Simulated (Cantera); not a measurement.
Feed: 1 mol Fe3O4, 0.42 mol Cl2, at 13.3 mbar.

Method: chemical equilibrium by Gibbs-energy minimisation in Cantera with the NASA 1993 tables (ideal gas, pure condensed phases). Candidate condensed phases: Fe, FeCl2, FeCl3, FeO, Fe2O3, Fe3O4; 13 gas species. Condensed phases not in the tables: FeOCl. Rates play no part.

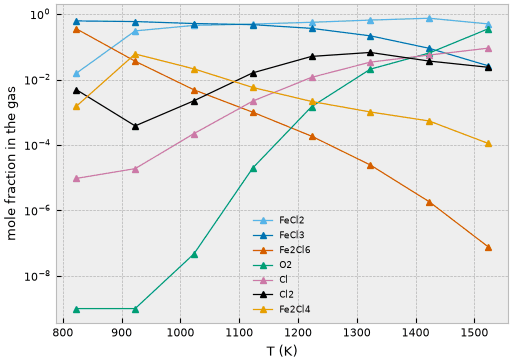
Equilibrium gas composition (values under 1e-9 drawn at 1e-9)

From 823 K to 923 K the condensed part is FeCl2(s) + Fe2O3(s). From 1023 K to 1423 K the condensed part is Fe2O3(s). At 1523 K the condensed part is Fe3O4(s). The main Fe-bearing gas is Fe2Cl6 at 823 K and FeCl2 at 1523 K. The share of Fe in condensed phases is highest at 823 K (94.2 %) and lowest at 1423 K (87.6 %).
